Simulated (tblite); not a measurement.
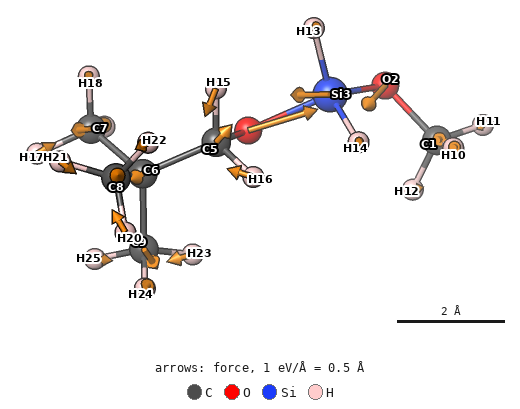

Starting geometry of C₆H₁₆O₂Si with the computed forces as orange arrows. A ball-and-stick model, seen from a free direction.

Level of theory: GFN2-xTB geometry optimisation, gas phase (tblite 0.8.0). 

> Is this structure relaxed? If not, where do the atoms go?

It isn't relaxed: the largest force vector, on an O atom, is 2.83 eV/Å. The final displacements have little in common with the starting forces (cosine between the two patterns 0.21). Over 174 geometry steps the energy falls by 1.688 eV. The largest move after the best rigid fit is that of an H atom, 1.45 Å. Largest moves by element: H 1.45 Å, O 1.22 Å, C 0.70 Å, Si 0.56 Å. Among the contacts that change: O–Si 1.740 → 1.605 Å, O–Si 1.684 → 1.613 Å, C–H 1.138 → 1.097 Å, C–O 1.426 → 1.389 Å. Among the angles between lasting bonds that change: Si–O–C 103.2° → 127.1°, C–O–Si 105.7° → 125.9°, O–Si–O 113.3° → 99.1°. Groups turn about C–O by about 95°, O–Si by about 70°, C–C by about 40°.
